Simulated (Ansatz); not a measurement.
**CH5AlClNO: geometry relaxation (part 2 of 2)**

Continued. System: CH5AlClNO. Method: RKS PBE-D4/def2-SVP (Ansatz 0.2.0). The input holds or restrains some coordinates. Forces given for the steps count only the free coordinates. It belongs to a series of runs on one base structure; here: pulled along the bonds that form and break, towards end B.

Geometry of the input (Å):
```
Al -0.8241  -0.7299  -0.6560
Cl 0.8424  -0.5079  -2.6418
N  0.2902  0.4095  0.0582
C  0.8233  1.0083  1.2541
H  1.0079  0.2284  -1.0523
O  -2.1433  -1.6867  -0.7650
H  1.1846  2.0140  1.0194
H  0.0463  1.1016  2.0151
H  1.6510  0.4321  1.6798
H  -2.8782  -2.2693  -0.9116
```

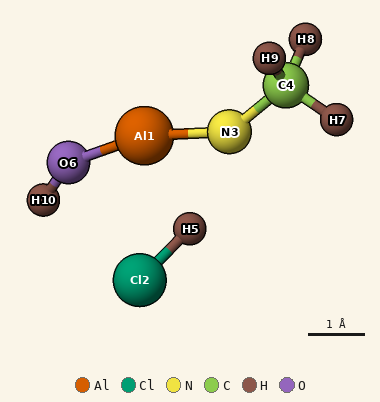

**Figure 1.** The geometry at step 13 of the log (ball-and-stick view, seen at a tilt; atoms are numbered from 1 in the order of the input).

### Trajectory as extended XYZ, continued
```
10
Properties=species:S:1:pos:R:3:forces:R:3 step=3 energy=-23751.18201
Al   -0.9732   -0.7179   -0.4078    3.0485   2.3402   0.9411
Cl    1.0651   -0.4240   -2.7627   -0.2932   0.2787   1.2957
N     0.1431    0.4200    0.2309   -0.6877  -2.0603  -3.7664
C     0.8169    1.0161    1.2784   -0.2846   0.2692   0.9052
H     1.1315    0.1337   -1.4097   -0.7630  -0.2794  -0.1795
O    -2.1820   -1.7035   -0.7464   -0.8915  -0.6925  -0.3934
H     1.1880    2.0231    1.0194    0.2008   0.3700  -0.0167
H     0.0455    1.1117    2.0415    0.1269   0.5845   1.3376
H     1.6588    0.4279    1.6844    0.3574  -0.1351   0.1950
H    -2.8937   -2.2870   -0.9280   -0.8137  -0.6753  -0.3185
10
Properties=species:S:1:pos:R:3:forces:R:3 step=4 energy=-23751.13909
Al   -1.0328   -0.7093   -0.2642    1.2517   0.9059   0.5582
Cl    1.1744   -0.3924   -2.8342   -0.1090  -0.0676   0.0968
N     0.0654    0.4144    0.2885   -0.2115  -1.0839  -2.3798
C     0.8028    1.0209    1.2979   -0.1597   0.2928   0.8108
H     1.1915    0.0912   -1.5922   -0.3487   0.0722   0.3712
O    -2.2028   -1.7163   -0.7500   -0.3736  -0.3138  -0.3527
H     1.1917    2.0270    1.0191    0.0472   0.0897  -0.0405
H     0.0606    1.1392    2.0954    0.3716   0.5947   1.1499
H     1.6633    0.4291    1.6873    0.0901  -0.0306   0.0343
H    -2.9140   -2.3035   -0.9477   -0.5581  -0.4593  -0.2482
10
Properties=species:S:1:pos:R:3:forces:R:3 step=5 energy=-23751.28573
Al   -1.0567   -0.7292   -0.2093   -0.0895  -0.2494   0.0376
Cl    1.2136   -0.4270   -2.8888   -0.1167  -0.0062   0.1780
N     0.0343    0.3917    0.3200    0.4372   0.0348  -0.6696
C     0.7840    1.0337    1.3376   -0.1350   0.1506   0.3395
H     1.1680    0.1005   -1.6730   -0.2293   0.0242   0.2760
O    -2.2207   -1.7450   -0.7918    0.0977   0.0914  -0.0857
H     1.2040    2.0150    0.9982   -0.1104  -0.0412  -0.0120
H     0.1435    1.2451    2.2322    0.3127   0.1139   0.0276
H     1.6664    0.4475    1.6965   -0.0579  -0.0361   0.0070
H    -2.9362   -2.3323   -1.0217   -0.1086  -0.0818  -0.0983
10
Properties=species:S:1:pos:R:3:forces:R:3 step=6 energy=-23751.29241
Al   -1.0330   -0.7336   -0.1886   -0.0435  -0.1823   0.0976
Cl    1.2013   -0.5328   -2.9130   -0.2544   0.1859   0.5068
N     0.0527    0.3946    0.3592    0.1164  -0.0206  -0.5215
C     0.7915    1.0515    1.3829    0.0888   0.0815   0.0338
H     0.9860    0.0851   -1.7413    0.0342  -0.1026   0.0458
O    -2.1784   -1.7355   -0.8381    0.0409   0.0518  -0.0522
H     1.2025    2.0264    1.0198   -0.0334  -0.0291   0.0016
H     0.1903    1.2941    2.2943    0.0265  -0.0236  -0.0631
H     1.6751    0.4666    1.7389   -0.0157  -0.0009  -0.0049
H    -2.8877   -2.3163   -1.1141    0.0402   0.0399  -0.0439
10
Properties=species:S:1:pos:R:3:forces:R:3 step=7 energy=-23751.33443
Al   -1.0844   -0.7727   -0.0466    0.0372  -0.1071  -0.1981
Cl    1.0218   -0.5486   -2.8558   -0.0515   0.0976   0.2934
N     0.0402    0.3801    0.3846    0.2723   0.0888  -0.4299
C     0.8088    1.0682    1.3672   -0.0992  -0.1657   0.1559
H     1.0474    0.0490   -1.6688   -0.1988  -0.0573   0.1495
O    -2.1456   -1.7374   -0.8742   -0.2328  -0.1607  -0.0460
H     1.1958    2.0388    0.9776    0.0000   0.0170  -0.1030
H     0.2356    1.3219    2.2868   -0.0357   0.0714   0.0874
H     1.6972    0.4905    1.7170    0.0802   0.0137  -0.0240
H    -2.8167   -2.2897   -1.2879    0.2283   0.2022   0.1150
10
Properties=species:S:1:pos:R:3:forces:R:3 step=8 energy=-23751.33990
Al   -1.0657   -0.7785   -0.0811    0.0150  -0.1199  -0.1152
Cl    1.0945   -0.5514   -2.8578   -0.1108   0.1252   0.3570
N     0.0363    0.3844    0.3788    0.1958   0.0491  -0.3810
C     0.8014    1.0622    1.3729    0.0214  -0.0432   0.0225
H     1.0259    0.0629   -1.6767   -0.1367  -0.0743   0.1247
O    -2.1632   -1.7379   -0.8670   -0.0754  -0.0392   0.0108
H     1.1721    2.0399    0.9795   -0.0007  -0.0026  -0.0190
H     0.2406    1.3082    2.3063   -0.0285  -0.0188  -0.0229
H     1.7089    0.4959    1.6964    0.0046   0.0197  -0.0040
H    -2.8507   -2.2856   -1.2516    0.1153   0.1041   0.0271
10
Properties=species:S:1:pos:R:3:forces:R:3 step=9 energy=-23751.35417
Al   -1.0365   -0.8301   -0.0437    0.0339  -0.0412  -0.1708
Cl    1.1024   -0.5709   -2.8331   -0.0845   0.0482   0.2020
N     0.0051    0.4175    0.3647    0.1959   0.0147  -0.3163
C     0.7945    1.0661    1.3631   -0.0053  -0.0791  -0.0147
H     1.0297    0.0637   -1.6711   -0.1684  -0.0007   0.2491
O    -2.1493   -1.7813   -0.8213    0.1049   0.0098   0.1624
H     1.1479    2.0543    0.9817   -0.0038   0.0140  -0.0089
H     0.2509    1.2817    2.3132   -0.0140   0.0098  -0.0012
H     1.7149    0.5014    1.6491    0.0101   0.0153  -0.0012
H    -2.8594   -2.2023   -1.3027   -0.0688   0.0092  -0.1002
10
Properties=species:S:1:pos:R:3:forces:R:3 step=10 energy=-23751.35878
Al   -1.0338   -0.8395   -0.0358    0.1186   0.0480  -0.1360
Cl    1.0967   -0.5759   -2.8316   -0.0828   0.0536   0.2084
N    -0.0003    0.4215    0.3628    0.1658  -0.0345  -0.3215
C     0.7923    1.0659    1.3613   -0.0031  -0.0442  -0.0012
H     1.0259    0.0637   -1.6719   -0.1712  -0.0064   0.2404
O    -2.1380   -1.8064   -0.8050    0.3008   0.0599   0.3178
H     1.1456    2.0549    0.9803   -0.0076   0.0030  -0.0031
H     0.2509    1.2813    2.3134   -0.0060   0.0058  -0.0135
H     1.7135    0.5009    1.6442    0.0085   0.0118  -0.0023
H    -2.8527   -2.1663   -1.3178   -0.3230  -0.0969  -0.2889
10
Properties=species:S:1:pos:R:3:forces:R:3 step=11 energy=-23751.36962
Al   -1.0249   -0.8402   -0.0441    0.0760   0.0081  -0.1347
Cl    1.1137   -0.5712   -2.8332   -0.0931   0.0287   0.1753
N    -0.0100    0.4334    0.3554    0.2046  -0.0249  -0.3253
C     0.7894    1.0645    1.3570   -0.0084  -0.0077   0.0018
H     1.0221    0.0651   -1.6744   -0.1668   0.0233   0.2778
O    -2.1426   -1.8335   -0.7645    0.1961  -0.0318   0.2614
H     1.1482    2.0549    0.9847   -0.0047  -0.0009  -0.0059
H     0.2468    1.2749    2.3090    0.0021   0.0108   0.0050
H     1.7069    0.4925    1.6364    0.0124   0.0082  -0.0050
H    -2.8494   -2.1404   -1.3262   -0.2182  -0.0138  -0.2503
10
Properties=species:S:1:pos:R:3:forces:R:3 step=12 energy=-23751.37888
Al   -1.0211   -0.8654   -0.0140    0.1864   0.1572  -0.1229
Cl    1.0950   -0.5824   -2.8206   -0.0790   0.0195   0.1541
N    -0.0245    0.4388    0.3606    0.1862  -0.1014  -0.2706
C     0.7892    1.0665    1.3552   -0.0143   0.0125  -0.0260
H     1.0134    0.0569   -1.6639   -0.1798   0.0305   0.2862
O    -2.1376   -1.8542   -0.7460   -0.4437  -0.3382  -0.2392
H     1.1366    2.0584    0.9757   -0.0026  -0.0006   0.0013
H     0.2615    1.2777    2.3162    0.0065  -0.0097  -0.0150
H     1.7163    0.5009    1.6175   -0.0175   0.0076  -0.0075
H    -2.8286   -2.0972   -1.3809    0.3579   0.2226   0.2398
10
Properties=species:S:1:pos:R:3:forces:R:3 step=13 energy=-23751.39646
Al   -1.0100   -0.8761   -0.0119   -0.2441  -0.2271  -0.3729
Cl    1.1028   -0.5844   -2.8181   -0.0930   0.0432   0.2094
N    -0.0315    0.4348    0.3643    0.2495  -0.0164  -0.2759
C     0.7874    1.0691    1.3490   -0.0097  -0.0028   0.0324
H     1.0095    0.0536   -1.6586   -0.1731   0.0057   0.2350
O    -2.1552   -1.8917   -0.7138    0.2041   0.0328   0.2688
H     1.1232    2.0665    0.9730   -0.0049  -0.0192  -0.0076
H     0.2659    1.2675    2.3161    0.0089   0.0095  -0.0157
H     1.7186    0.5063    1.6029   -0.0040   0.0294  -0.0205
H    -2.8106   -2.0454   -1.4029    0.0663   0.1449  -0.0530
10
Properties=species:S:1:pos:R:3:forces:R:3 step=14 energy=-23751.36217 accepted=F
Al   -0.9947   -0.9200    0.0015   -0.3989  -0.4082  -0.3404
Cl    1.1032   -0.5894   -2.8093   -0.1248   0.0783   0.2984
N    -0.0530    0.4114    0.3803    0.2905   0.0066  -0.2820
C     0.7794    1.0685    1.3372    0.0203   0.0498   0.0202
H     0.9922    0.0453   -1.6441   -0.1647  -0.0420   0.1572
O    -2.1909   -1.9879   -0.6170   -0.8583   0.4458  -1.7106
H     1.0886    2.0708    0.9500   -0.0269  -0.0261  -0.0044
H     0.2765    1.2592    2.3160    0.0255   0.0037  -0.0219
H     1.7299    0.5276    1.5670   -0.0287   0.0168  -0.0105
H    -2.7311   -1.8853   -1.4817    1.2660  -0.1248   1.8940
10
Properties=species:S:1:pos:R:3:forces:R:3 step=15 energy=-23751.41777
Al   -1.0140   -0.8942    0.0017   -0.0358  -0.0461  -0.2336
Cl    1.0833   -0.5921   -2.8149   -0.0998   0.0330   0.1905
N    -0.0331    0.4146    0.3792    0.1922  -0.0613  -0.3009
C     0.7864    1.0695    1.3492   -0.0021  -0.0025  -0.0221
H     0.9900    0.0458   -1.6561   -0.1649   0.0104   0.2596
O    -2.1619   -1.9215   -0.6833   -0.1642  -0.0937  -0.1188
H     1.1112    2.0641    0.9570   -0.0099  -0.0059  -0.0033
H     0.2719    1.2757    2.3175   -0.0013   0.0042   0.0013
H     1.7252    0.5187    1.5981    0.0068   0.0137   0.0024
H    -2.7588   -1.9804   -1.4486    0.2790   0.1481   0.2248
10
Properties=species:S:1:pos:R:3:forces:R:3 step=16 energy=-23751.42832
Al   -1.0207   -0.9098    0.0086    0.0856   0.0230  -0.1129
Cl    1.0655   -0.5918   -2.8146   -0.1053   0.0368   0.2095
N    -0.0377    0.3940    0.3877    0.2221  -0.0720  -0.3127
C     0.7844    1.0669    1.3421   -0.0330   0.0397   0.0207
H     0.9886    0.0357   -1.6479   -0.1742  -0.0030   0.2422
O    -2.1778   -1.9585   -0.6459   -0.5007  -0.0299  -0.7225
H     1.0938    2.0641    0.9440   -0.0070  -0.0138  -0.0230
H     0.2753    1.2750    2.3128   -0.0095   0.0014   0.0079
H     1.7315    0.5316    1.5933    0.0036  -0.0115  -0.0293
H    -2.7028   -1.9073   -1.4803    0.5184   0.0293   0.7201
10
Properties=species:S:1:pos:R:3:forces:R:3 step=17 energy=-23751.44663
Al   -1.0224   -0.9428    0.0441    0.0063  -0.0717  -0.1436
Cl    0.9942   -0.5954   -2.8270   -0.0940   0.0353   0.2239
N    -0.0089    0.3287    0.4186    0.2613   0.0740  -0.2986
C     0.7825    1.0695    1.3451    0.0189  -0.0563   0.0674
H     0.9780   -0.0032   -1.6398   -0.1734  -0.0097   0.2294
O    -2.1802   -1.9699   -0.6605    0.0019  -0.0017  -0.0072
H     1.0629    2.0597    0.9109   -0.0218  -0.0034  -0.0272
H     0.2648    1.2940    2.3090    0.0201  -0.0006  -0.0311
H     1.7469    0.5701    1.6120   -0.0373   0.0264  -0.0089
H    -2.6178   -1.8106   -1.5126    0.0179   0.0076  -0.0042
10
Properties=species:S:1:pos:R:3:forces:R:3 step=18 energy=-23751.43082 accepted=F
Al   -1.0058   -0.9231    0.0555    0.0108  -0.0565  -0.0884
Cl    0.9168   -0.6317   -2.8877   -0.1520   0.0310   0.3275
N     0.0148    0.3385    0.4529    0.0717  -0.1555  -0.3148
C     0.7938    1.0830    1.3854    0.0403   0.0823  -0.1425
H     0.8476   -0.1245   -1.6590   -0.0005   0.1012   0.1768
O    -2.1427   -1.9437   -0.6949   -0.0432   0.0440  -0.0981
H     1.0535    2.0697    0.9290    0.0538   0.0080   0.0727
H     0.2704    1.3171    2.3428   -0.0163  -0.0367  -0.0229
H     1.7639    0.6003    1.6580   -0.0296   0.0025  -0.0135
H    -2.5121   -1.7856   -1.5821    0.0650  -0.0205   0.1032
10
Properties=species:S:1:pos:R:3:forces:R:3 step=19 energy=-23751.44874
Al   -1.0365   -0.9354    0.0658    0.0652  -0.0129  -0.1290
Cl    0.9269   -0.5888   -2.8410   -0.0821   0.0443   0.2909
N    -0.0009    0.3229    0.4359    0.1970  -0.0654  -0.3208
C     0.7902    1.0710    1.3551   -0.0371   0.0352  -0.0168
H     0.9632   -0.0493   -1.6263   -0.1767   0.0005   0.1670
O    -2.1838   -1.9544   -0.6688   -0.0611   0.0197  -0.1209
H     1.0587    2.0554    0.8994    0.0235   0.0007   0.0271
H     0.2719    1.3101    2.3139    0.0095  -0.0024  -0.0020
H     1.7562    0.5813    1.6278   -0.0061  -0.0038  -0.0113
H    -2.5458   -1.8128   -1.5620    0.0679  -0.0159   0.1159
10
Properties=species:S:1:pos:R:3:forces:R:3 step=20 energy=-23751.44683 accepted=F
Al   -1.0484   -0.9226    0.0824    0.1228   0.0311  -0.1294
Cl    0.9048   -0.6382   -2.8381   -0.1146   0.1282   0.3825
N     0.0052    0.3244    0.4490    0.1013  -0.0998  -0.3620
C     0.7976    1.0721    1.3665   -0.0250   0.0451  -0.0328
H     0.8920   -0.0202   -1.6558   -0.1136  -0.0848   0.1001
O    -2.1870   -1.9344   -0.6749   -0.1279   0.0300  -0.3036
H     1.0755    2.0526    0.9079    0.0146  -0.0003   0.0226
H     0.2795    1.3200    2.3224   -0.0065  -0.0003   0.0102
H     1.7587    0.5775    1.6440    0.0205  -0.0201  -0.0031
H    -2.4778   -1.8311   -1.6033    0.1283  -0.0290   0.3155
10
Properties=species:S:1:pos:R:3:forces:R:3 step=21 energy=-23751.45022
Al   -1.0448   -0.9302    0.0751    0.0817   0.0027  -0.1305
Cl    0.9082   -0.5996   -2.8403   -0.0857   0.0436   0.2749
N     0.0020    0.3210    0.4399    0.1737  -0.0591  -0.3266
C     0.7921    1.0717    1.3575   -0.0197   0.0135  -0.0047
H     0.9470   -0.0464   -1.6327   -0.1669  -0.0008   0.1850
O    -2.1904   -1.9445   -0.6690   -0.0386   0.0111  -0.0690
H     1.0644    2.0550    0.9020    0.0124   0.0021   0.0126
H     0.2741    1.3133    2.3157    0.0054  -0.0009  -0.0008
H     1.7570    0.5805    1.6317   -0.0042  -0.0017  -0.0057
H    -2.5095   -1.8206   -1.5799    0.0417  -0.0103   0.0648
10
Properties=species:S:1:pos:R:3:forces:R:3 step=22 energy=-23751.45151
Al   -1.0545   -0.9220    0.0843    0.0998   0.0214  -0.1298
Cl    0.8876   -0.6100   -2.8404   -0.0911   0.0323   0.2404
N     0.0049    0.3212    0.4428    0.1452  -0.0551  -0.3316
C     0.7944    1.0726    1.3604    0.0033  -0.0084   0.0075
H     0.9287   -0.0447   -1.6404   -0.1544   0.0097   0.2209
O    -2.2000   -1.9306   -0.6679   -0.0479   0.0088  -0.1031
H     1.0724    2.0550    0.9068   -0.0003   0.0033  -0.0035
H     0.2764    1.3160    2.3179    0.0008   0.0003   0.0003
H     1.7572    0.5779    1.6360   -0.0019   0.0009   0.0015
H    -2.4671   -1.8353   -1.5995    0.0465  -0.0134   0.0974
```

### Key numbers

```json
{"quantity": "outcome", "value": "converged under the restraints of the input"}
{"quantity": "total energy", "value": "−23751.4515 eV"}
{"quantity": "mean-field energy", "value": "−23751.2512 eV"}
{"quantity": "largest force (length of the vector) at the end, held atoms and coordinates included", "value": "0.366 eV/Å"}
{"quantity": "hardware", "value": "2 threads of AMD EPYC (Zen 3), 24 GiB of memory available, shared host"}
{"quantity": "wall time", "value": "38 s (CPU time 72 s)"}
{"quantity": "peak memory", "value": "0.2 GiB"}
```
